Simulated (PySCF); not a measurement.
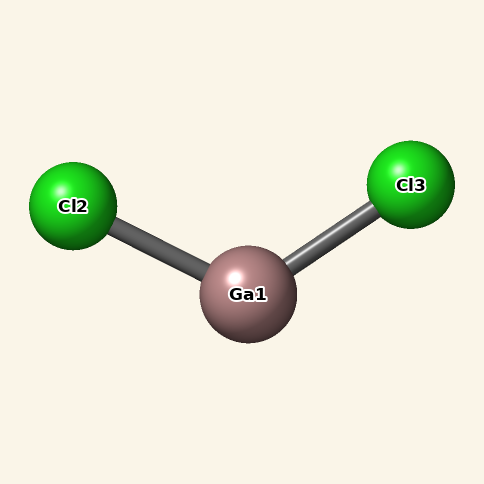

The thickness of each stick grows with its Mayer bond order. The species is neutral and a spin doublet. The computed structure is the end point of a PBE0/def2-TZVP optimisation. Level of theory: PBE0/def2-TZVP (PySCF 2.14.0).

List the Mayer bond orders of Ga1–Cl2 (one bond of each equivalent set).

```
   bond  Mayer order  length (Å)
Ga1–Cl2         1.12       2.160
```
